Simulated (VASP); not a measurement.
Band structure of SnO (litharge). All values below come from TPSS meta-GGA, VASP's PBE PAW potentials (set 64) (plane waves; VASP 6.6.1).

Without a dispersion term in the relaxation, distances and binding between the weakly bound layers, chains or molecules are unreliable, and so is what depends on them. Unless said otherwise, spin-orbit coupling is left out, though it shifts the bands of the heavy elements here.

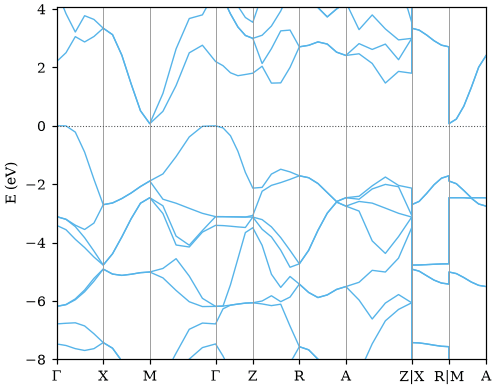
Fig. 1. Bands along high-symmetry lines, zero at the valence-band maximum or, without a gap, the Fermi level

Question: Read the plot: is there a gap, and where are the band edges?

Answer: The gap is indirect, 0.07 eV, from the valence maximum at Γ to the conduction minimum at M.

Measured: gap 0.70 eV (computed value off by -0.63 eV), as given by David Waroquiers et al., Physical Review B (2013), arXiv:1302.6756.

The compound is SnO in the litharge structure. It was relaxed first.
